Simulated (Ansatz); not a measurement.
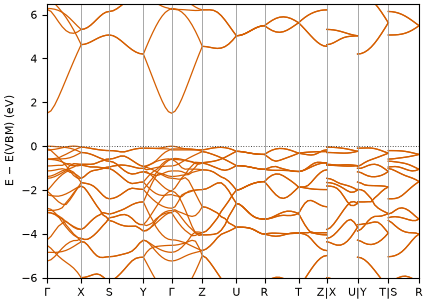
Band structure from LDA (plane waves, PAW; program Ansatz)

### Question
Read off the gap and where the band edges lie.

### Answer
About 1.5 eV (1.50 eV by a search for the band edges); maximum on the Γ–X line, 78 % of the way from Γ, minimum at Γ.

The material is SnO2 in space group Pbcn (No. 60; Sn on 4c, O on 8d).

This is a known high-pressure phase of the composition, computed here at zero pressure and temperature. The cell was relaxed with LDA under the symmetry of its start; phonons on a q-mesh show no instability. Spin–orbit coupling is left out wherever it is not named.

Potentials: the later of the program's two PAW sets.
